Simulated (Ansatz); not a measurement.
BH₃Si (SMILES B[SiH]) (triplet)

The calculation's input:

```
crystal:
  periodic: [false, false, false]
  atoms:
    - { symbol: B, position_ang: [-0.6946, 0.007, 0.0326] }
    - { symbol: Si, position_ang: [1.1024, -0.5486, 0.5073] }
    - { symbol: H, position_ang: [-1.4678, -0.7846, -0.3801] }
    - { symbol: H, position_ang: [-1.0142, 1.1375, 0.1538] }
    - { symbol: H, position_ang: [2.0742, 0.1887, -0.3136] }
basis:
  gaussian:
    orbitals: cc-pVTZ
hamiltonian:
  xc: b3lyp
  dispersion: d4
magnetization:
  spin_polarized: true
  initial_magnetization: 2.0
output:
  orbitals: {}
  forces: true
```

Launched as:

```sh
python bh3si_energy.py
```

Not at a stationary point (largest force 0.8 eV/Å).

These are results of Ansatz 0.2.0, SCF B3LYP, Gaussian basis, not measurements.

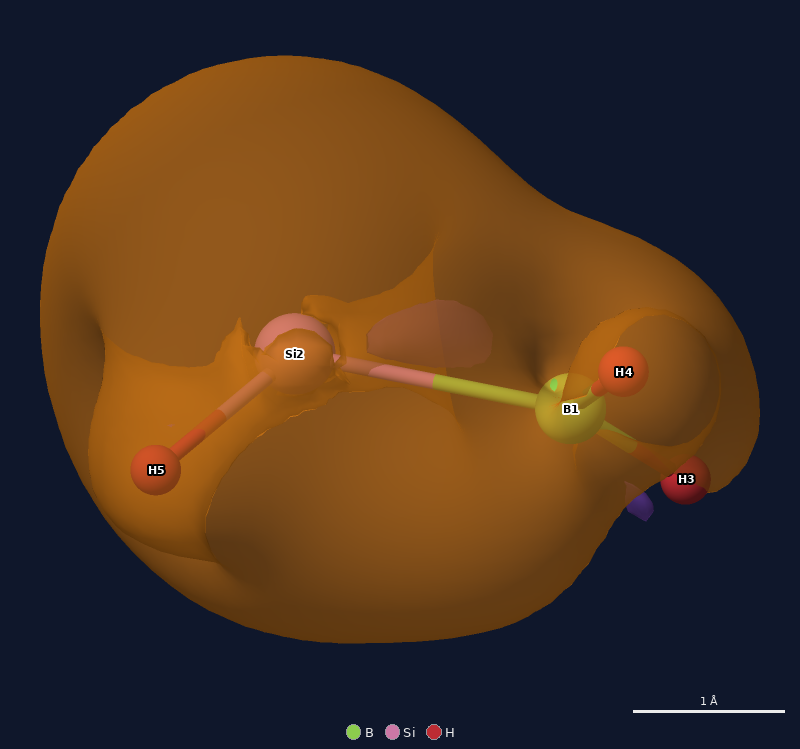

Figure 1. Isosurfaces of the spin density at +0.015 (orange) and −0.015 e/Å³ (purple), seen from one side.

> Where is the unpaired spin?

The unpaired spin (2 electrons) lies mostly on Si2 (about 1.5), B1 (about 0.3) and H5 (about 0.1), in electrons by Hirshfeld's partition.

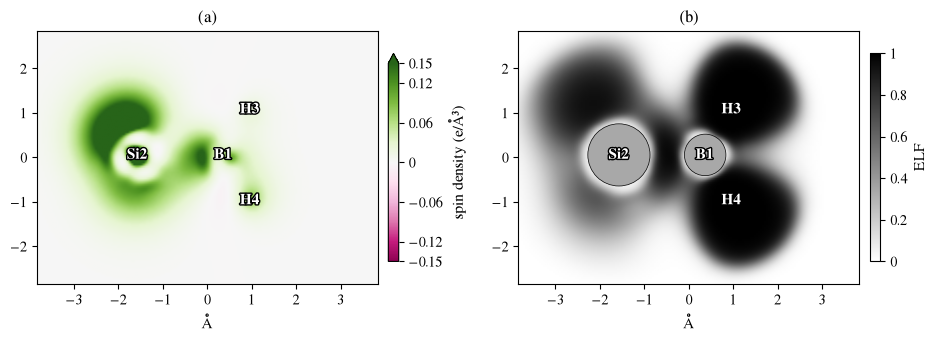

Figure 2. (a) spin density; (b) electron localisation function on the plane of atoms Si2, B1 and H4. Grey discs cover the atomic cores in the ELF map.

> Describe what can be read from this map.

The section cuts through B, Si and H sites.
Si–B (1.94 Å): the ELF peaks at about 0.95 between the atoms, as expected for localised, covalent bonding.
B–H (1.18 Å): the ELF climbs to about 1 towards the hydrogen, as it does in any bond to H (an ordinary covalent bond to hydrogen).
The ELF also peaks beside Si2, away from the bonds: non-bonding electrons, paired or unpaired.

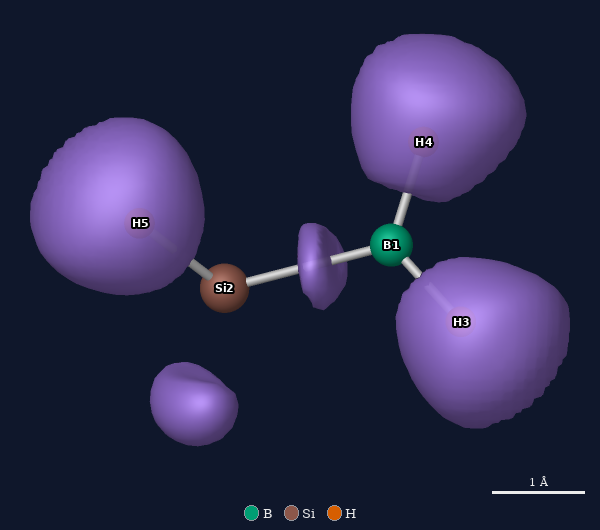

Figure 3. Isosurface of the ELF at 0.9 (purple), seen across its widest extent. Only the valence region is drawn (cores and ρ < 0.01 e/Å³ removed).

> Identify the bonds, lone pairs and shells in this picture.

The ELF exceeds this value in one region between bonded B–Si atoms (shared pairs), three regions around hydrogen nuclei and one lobe on Si, pointing away from the bonds (non-bonding electrons).
